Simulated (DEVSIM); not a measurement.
Device: Au/SiO2/p-Si capacitor, at 450 K.

| layer (left to right) | material | thickness (nm) | Na (cm⁻³) |
|---|---|---|---|
| 1 | SiO2 | 1.30 | - |
| 2 | Si | 830 | 4.8e17 |

Metal gate on the left, work function 5.1 eV. Fixed charge at the semiconductor interface 0 cm⁻² (in units of +e); no interface traps.

The device is made up for the run: typed textbook-type constants, with dimensions and the other settings drawn at random. Values at 300 K; Nc and Nv go as T^1.5, mobilities as T to minus their exponent, the gap by Varshni's rule with the affinity fixed.

| parameter | SiO2 | Si |
|---|---|---|
| gap (eV) | 9 | 1.124 |
| affinity (eV) | 0.9 | 4.05 |
| permittivity | 3.9 | 11.7 |
| Nc (cm⁻³) | - | 2.86e19 |
| Nv (cm⁻³) | - | 3.1e19 |
| Varshni α (eV/K) | - | 0.000473 |
| Varshni β (K) | - | 636 |

Simulated with DEVSIM: 1D Poisson equation in equilibrium, Boltzmann statistics, complete ionisation; no quantum confinement or tunnelling. Metal contacts follow the ideal Schottky-Mott rule: no Fermi-level pinning, no interface dipoles.

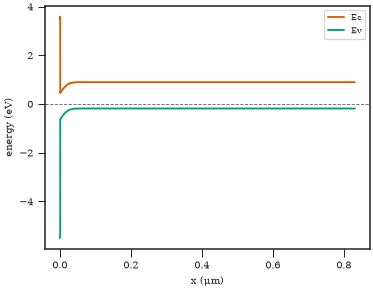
*Band edges at 0.7 V on the gate*

Energies count from the Fermi level of the right contact; mesh points crowd at the junctions.

| x (μm) | Ec (eV) | Ev (eV) | n (cm⁻³) | p (cm⁻³) | field (V/cm) |
|---|---|---|---|---|---|
| 0.000 | 3.500 | -5.500 | < 1e2 | < 1e2 | 740000 |
| 0.0005422 | 3.540 | -5.460 | < 1e2 | < 1e2 | 740000 |
| 0.0009576 | 3.571 | -5.429 | < 1e2 | < 1e2 | 740000 |
| 0.001611 | 0.453 | -0.628 | 4.4e14 | 5.3e12 | 240000 |
| 0.003344 | 0.495 | -0.587 | 1.5e14 | 1.5e13 | 230000 |
| 0.005835 | 0.550 | -0.531 | 3.6e13 | 6.4e13 | 210000 |
| 0.01026 | 0.637 | -0.444 | 3.8e12 | 6.1e14 | 180000 |
| 0.02217 | 0.801 | -0.281 | 5.7e10 | 4.1e16 | 94000 |
| 0.03927 | 0.883 | -0.198 | 6.7e9 | 3.5e17 | 17000 |
| 0.06967 | 0.896 | -0.185 | 4.9e9 | 4.8e17 | 280 |
| 0.1237 | 0.896 | -0.185 | 4.8e9 | 4.8e17 | ≈ 0 |
| 0.2689 | 0.896 | -0.185 | 4.8e9 | 4.8e17 | ≈ 0 |
| 0.4689 | 0.896 | -0.185 | 4.8e9 | 4.8e17 | ≈ 0 |
| 0.6278 | 0.896 | -0.185 | 4.8e9 | 4.8e17 | ≈ 0 |
| 0.7352 | 0.896 | -0.185 | 4.8e9 | 4.8e17 | ≈ 0 |
| 0.7777 | 0.896 | -0.185 | 4.8e9 | 4.8e17 | ≈ 0 |
| 0.8016 | 0.896 | -0.185 | 4.8e9 | 4.8e17 | ≈ 0 |
| 0.8151 | 0.896 | -0.185 | 4.8e9 | 4.8e17 | ≈ 0 |
| 0.8245 | 0.896 | -0.185 | 4.8e9 | 4.8e17 | ≈ 0 |
| 0.8280 | 0.896 | -0.185 | 4.8e9 | 4.8e17 | ≈ 0 |
| 0.8299 | 0.896 | -0.185 | 4.8e9 | 4.8e17 | ≈ 0 |
| 0.8313 | 0.896 | -0.185 | 4.8e9 | 4.8e17 | ≈ 0 |
